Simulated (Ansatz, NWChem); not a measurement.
**How basis sets differ on SiH2Cl2 (dichlorosilane (DCS))**

SiH2Cl2, singlet, SMILES `Cl[SiH2]Cl`. Each level relaxes the structure for itself.

Each level gives the zero-point energy at each level's own minimum (kJ/mol). The values are calculated.

| level | kind | program | value (kJ/mol) |
| --- | --- | --- | --- |
| HF/STO-3G | Hartree–Fock | Ansatz | 66.0 |
| HF/3-21G | Hartree–Fock | Ansatz | 55.3 |
| HF/6-31G* (spherical functions) | Hartree–Fock | NWChem | 58.4 |
| HF/6-31G* (Cartesian functions) | Hartree–Fock | Ansatz | 58.4 |
| HF/cc-pVTZ | Hartree–Fock | Ansatz | 56.9 |

Harmonic and unscaled. The values span 55.3 to 66.0 kJ/mol. Without the sets that lack polarisation functions the rows with a basis span only 56.9 to 58.4 kJ/mol.

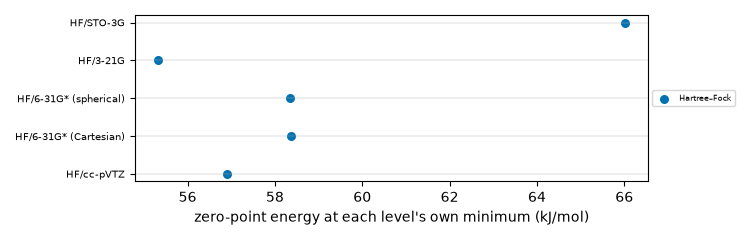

The values of the table, level by level.
